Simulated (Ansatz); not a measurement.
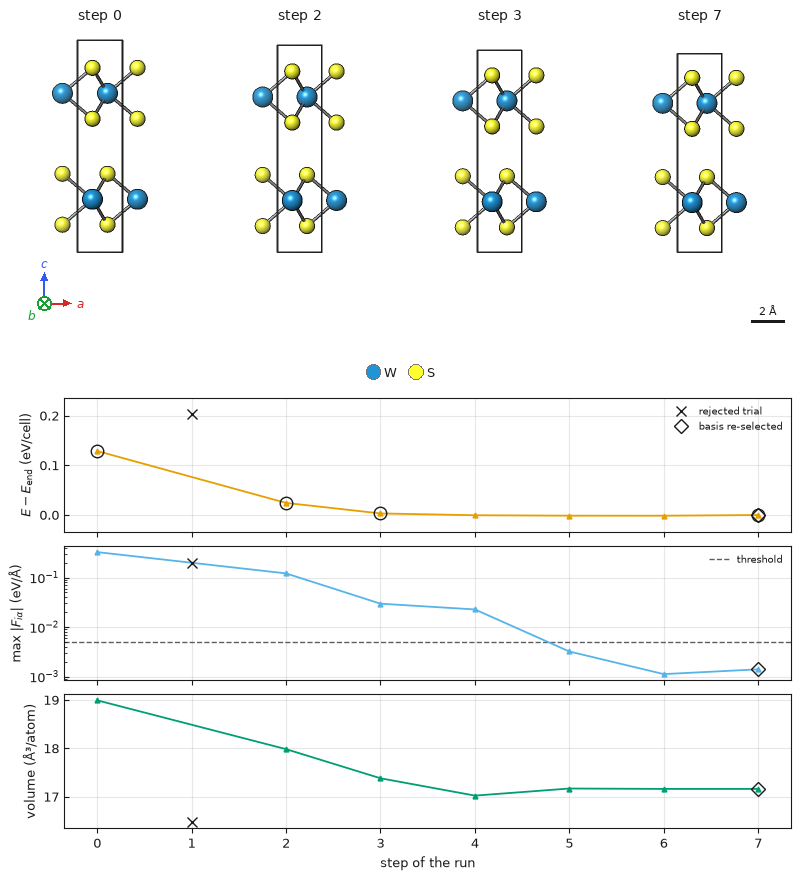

Frames of a relaxation of solid WS$_{2}$ (set up in P6_3/mmc), marked on the history of the run. A ball-and-stick model of the cell of the calculation, seen along the b axis.

Theory: Ansatz 0.2.0, DFT LDA, scalar-relativistic, plane waves, PAW.

The input:
```yaml
crystal:
  lattice:
    - [3.18422289, 0.0, 0.0]
    - [-1.59211145, 2.75761792, 0.0]
    - [0.0, 0.0, 12.97828236]
  atoms:
    - { symbol: W, position: [0.33333333, 0.66666667, 0.25] }
    - { symbol: W, position: [0.66666667, 0.33333333, 0.75] }
    - { symbol: S, position: [0.33333333, 0.66666667, 0.62980494] }
    - { symbol: S, position: [0.66666667, 0.33333333, 0.12980494] }
    - { symbol: S, position: [0.33333333, 0.66666667, 0.87019506] }
    - { symbol: S, position: [0.66666667, 0.33333333, 0.37019506] }
basis:
  ecutwfc: 420
kpoints:
  mp_grid: { grid: [12, 12, 2] }
hamiltonian:
  xc: lda
scf:
  occupations: { method: gaussian, width: 0.02 }
output:
  forces: true
  stress: true
  eigenvalues: true
  write_density: true
  write_potential: true
  elf: true
  volumetric_format: npy
relax:
  adjacent_minimum: "off"
  f_tol: 0.005
  max_steps: 80
  cell: { stress_tol: 0.05 }
```

Launched with:
```bash
ansatz run input.yaml --threads 4 --pin off --max-ram 8192MiB --backend cpu --events-out ev --progress --plain --runs-dir out
```

What happens along the run?

Answer. The largest moves relative to the cell, 0.10 Å, are those of S3, S4, S5 and S6. S6 goes along +c. W stays in place. The drawn cell changes as follows: a = b 3.184 → 3.127 Å (−1.8 %), c 12.978 → 12.163 Å (−6.3 %); the volume changes by −9.6 %. Some distances before and after: W1–W1 3.184 → 3.127 Å, W1–S4 2.411 → 2.387 Å. The space group stays P6_3/mmc (No. 194). Over 5 accepted moves (7 points after the start) the energy falls by 0.129 eV per cell of the calculation. Largest force component: 0.33 eV/Å at the start, 0.0014 eV/Å at the end. The pressure goes from −5.72 to 0.00 GPa. The line search rejected the trial step at point 1 of the run. At 1 point the geometry stayed and the basis and grid were re-selected for the new cell (energy shift of 1.4 meV per cell of the calculation at most each time). Cost: 32 s on 4 threads of Arm Neoverse N1, with other jobs on the host, peak memory 0.48 GiB. From step 0 to 2: S atoms move most (0.04 Å), volume −5.3 %, energy −0.105 eV per cell of the calculation. From step 2 to 3: S atoms move most (0.04 Å), volume −3.3 %, energy −21.2 meV per cell of the calculation. From step 3 to 7: S atoms move most (0.02 Å), volume −1.3 %, energy −3.2 meV per cell of the calculation.

| step | E − E(0), meV/atom | largest force component, eV/Å | pressure, GPa | volume, Å³/atom | note |
| --- | --- | --- | --- | --- | --- |
| 0 | 0.00 | 0.3272 | -5.72 | 18.993 |  |
| 1 | 12.42 | 0.1997 | 5.77 | 16.472 | rejected |
| 2 | -17.43 | 0.1214 | -1.78 | 17.985 |  |
| 3 | -20.96 | 0.0297 | 0.23 | 17.383 |  |
| 4 | -21.57 | 0.0227 | 0.59 | 17.025 |  |
| 5 | -21.72 | 0.0032 | 0.03 | 17.172 |  |
| 6 | -21.72 | 0.0011 | 0.01 | 17.163 |  |
| 7 | -21.50 | 0.0014 | 0.00 | 17.163 | same geometry, new basis |
